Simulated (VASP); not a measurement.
Band structure of GdNi$_{2}$As$_{2}$ (space group I4/mmm). Level of theory: PBEsol GGA with spin-orbit coupling, VASP's PBE PAW potentials (set 64) (plane waves; VASP 6.6.1).

The 4f electrons are frozen in the core of the lanthanide potential, so 4f levels, which can set the real gap, and their magnetism are missing.

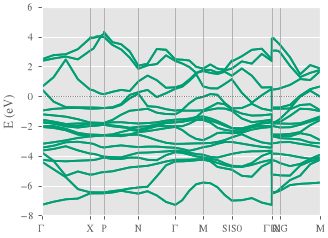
Fig. 1. Bands along high-symmetry lines, zero at the valence-band maximum or, without a gap, the Fermi level

Question: Read the plot: is there a gap, and where are the band edges?

Answer: It has no gap at this level: it comes out as a metal or semimetal.

The structure comes from a computed database's GdNi2As2 entry (I4/mmm); how it stands against other phases isn't given here. It was relaxed first.
